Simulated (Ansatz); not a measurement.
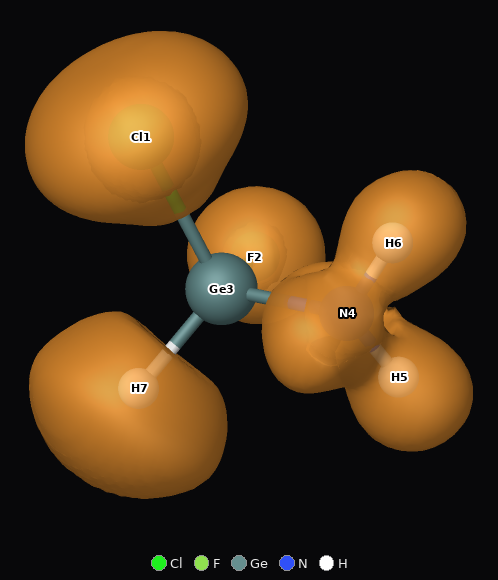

Figure 1: ClFGeH3N. Isosurface of the ELF at 0.75 (orange), seen at a tilt. Only the valence region is drawn (cores and ρ < 0.01 e/Å³ removed).

Geometry: B3LYP-D3(BJ)/6-311G**.

The calculation used isolated molecule in a Gaussian basis; Kohn-Sham density functional theory, functional PBE0 in Ansatz.

```yaml
atoms:
  - { symbol: Cl, position_ang: [3.0456, -2.6250, -2.9165] }
  - { symbol: F, position_ang: [0.7454, -0.5211, -2.8751] }
  - { symbol: Ge, position_ang: [2.0826, -1.0168, -1.8444] }
  - { symbol: N, position_ang: [1.5344, -1.7056, -0.2620] }
  - { symbol: H, position_ang: [0.9679, -1.0945, 0.3139] }
  - { symbol: H, position_ang: [1.1125, -2.6242, -0.3195] }
  - { symbol: H, position_ang: [3.0037, 0.1869, -1.7115] }
```

What do the ELF domains correspond to?

Answer. The surface consists of one region around a hydrogen nucleus, one region on Cl in which the atom's valence shell and bonds are merged, one region wrapped around F (its valence shell) and one joined region spread over several atoms (H, N), in which their bonds and any lone pairs are merged. Profiles from the grid: Ge–F (1.76 Å): the ELF peaks at about 0.80 in the valence shell of F, 0.5 Å from its nucleus, and is about 0.25 at the midpoint. Ge–N (1.81 Å): the ELF peaks at about 0.85 in the valence shell of N, 0.7 Å from its nucleus, and is about 0.50 at the midpoint.
